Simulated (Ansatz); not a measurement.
**ClH$_{2}$NZn···H$_{2}$: density, localisation and related maps**

Input

```
crystal:
  periodic: [false, false, false]
  atoms:
    - {symbol: Zn, position_ang: [0.399342, -0.638281, -0.651335]}
    - {symbol: H, position_ang: [-1.522394, -0.827831, 1.384124]}
    - {symbol: Cl, position_ang: [0.097839, -2.684177, -0.995543]}
    - {symbol: H, position_ang: [-1.523670, -0.089880, 1.256449]}
    - {symbol: N, position_ang: [0.561732, 1.157204, -0.431365]}
    - {symbol: H, position_ang: [1.193496, 1.624052, -1.068095]}
    - {symbol: H, position_ang: [0.793655, 1.459013, 0.505764]}
basis:
  gaussian: {orbitals: def2-TZVPP}
hamiltonian: {xc: pbe0, dispersion: d4}
output: {orbitals: {seedname: orbitals}}
```

Launched as:

```sh
ansatz run in.yaml --threads 4 --pin off --events-out ev --progress --plain --max-ram 9574MiB
```

The product side of a reaction path; geometry: PBE0-D4/def2-TZVP.

The calculation used Ansatz, RKS PBE0-D4/def2-TZVPP.

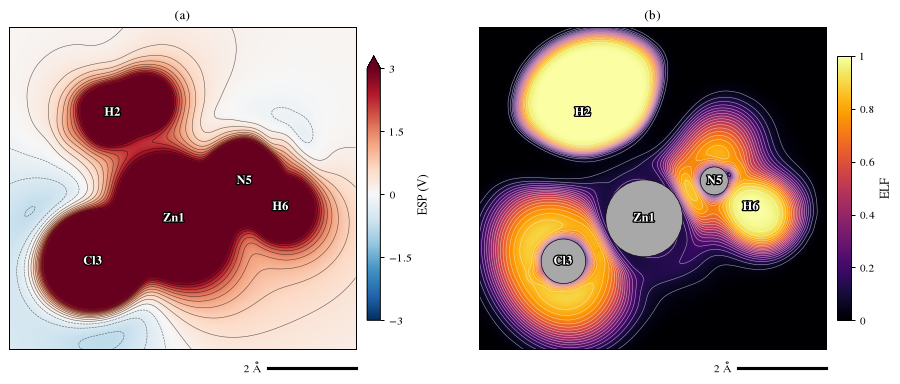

Figure 1. (a) molecular electrostatic potential; (b) electron localisation function on the plane of atoms Zn1, N5 and H6. Grey discs cover the atomic cores in the ELF map.

### Interpret the plot.

The section cuts through Zn, H, Cl and N sites.
Zn–N (1.82 Å): the ELF peaks at about 0.85 in the valence shell of N, 0.7 Å from its nucleus, and is about 0.30 at the midpoint.
Zn–Cl (2.10 Å): the ELF peaks at about 0.85 in the valence shell of Cl, 0.8 Å from its nucleus, and is about 0.45 at the midpoint.
N–H (1.01 Å): the ELF climbs to about 1 towards the hydrogen, as it does in any bond to H; an ordinary covalent bond to hydrogen.
The ELF also peaks beside Cl3, away from the bonds: lone-pair regions.
Outside the dense part of the complex the potential is most negative (−0.8 V) near Cl3.

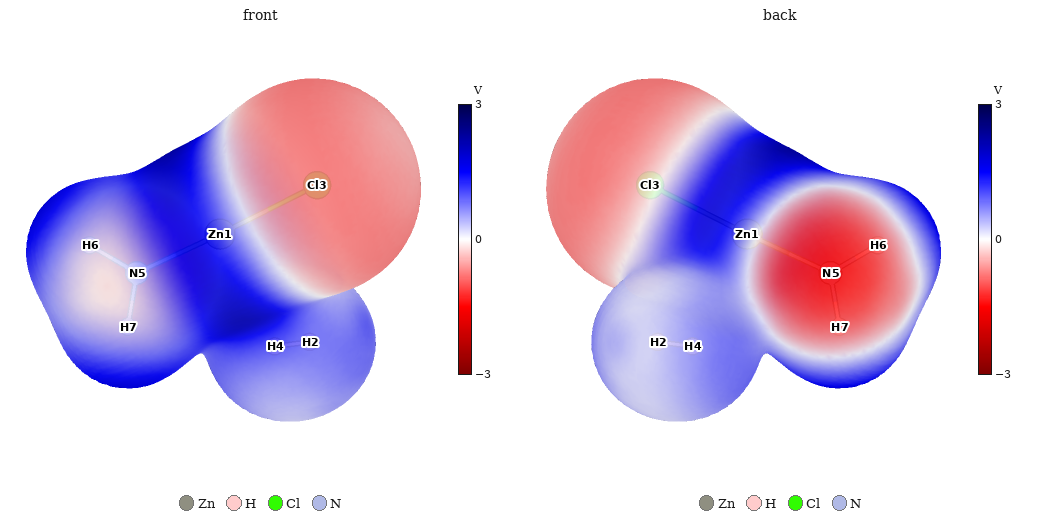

Figure 2. The electrostatic potential painted on the density surface at 0.002 e/bohr³, seen from the front and from behind; red is negative and blue positive.

### Where is the surface potential most negative and most positive?

The most negative region (about −1.4 V) lies over N5, the most positive (about +2.1 V) over Zn1. N5 is the likeliest acceptor of a hydrogen bond.

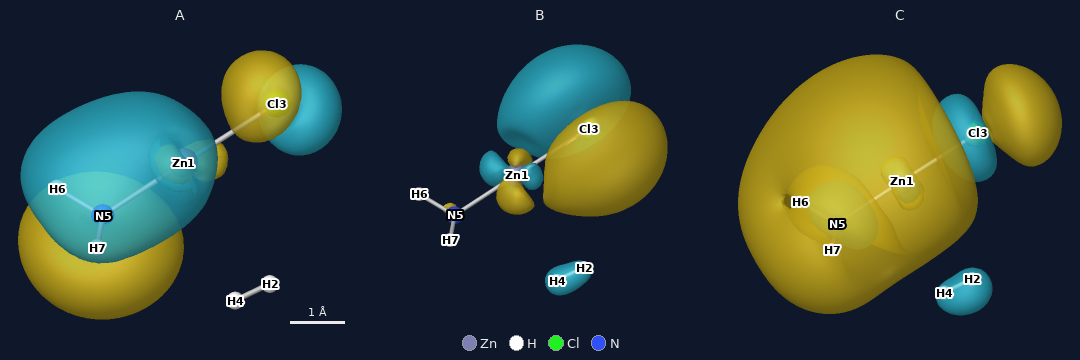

Figure 3. Three frontier orbitals at ±0.05 Å⁻³ᐟ² (yellow and cyan are the two phases), in no order.

### Order the three orbitals by energy and name them.

B is the HOMO−1 (−8.79 eV). Its weight (Hirshfeld) is mainly on Cl3 (about 90 %) and Zn1 (about 10 %); largely a lone pair of Cl3. A is the HOMO (−7.36 eV). It lies mainly on N5 (about 70 %) and Zn1 (about 15 %); largely a lone pair of N5. C is the LUMO (−0.76 eV). Its weight (Hirshfeld) is mainly on Zn1 (about 55 %), Cl3 (about 15 %), N5 (about 15 %) and H6 (about 5 %).

### What is the HOMO–LUMO gap?

6.60 eV between the orbital energies.
